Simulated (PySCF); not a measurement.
Ge(NH2)2, SMILES [NH2][Ge][NH2] (H4GeN2) at its CAM-B3LYP/def2-SVP optimised geometry (Å):

```
7

Ge    -0.6356    -0.8244     0.0000
N      1.1869    -0.8244     0.0000
H      1.7096    -1.6931     0.0001
H      1.7975    -0.0125    -0.0001
N     -0.8691     0.9832     0.0000
H     -0.1425     1.6931    -0.0001
H     -1.7975     1.3903     0.0000
```

Computed with CAM-B3LYP/def2-TZVP (PySCF). Cells within 0.4 Å of a nucleus heavier than hydrogen are left out (blank, or x).

Map of the electrostatic potential (hartree/e), clipped to [-0.08, 0.12] on the plane z = 0.0 Å:

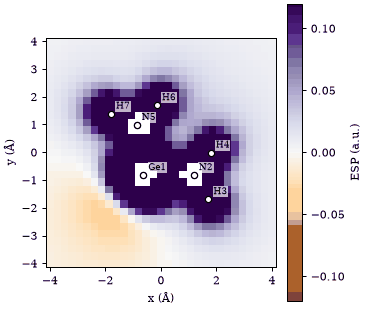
Fig. 1. Electrostatic potential (hartree/e), clipped to [-0.08, 0.12] on the plane z = 0.0 Å.
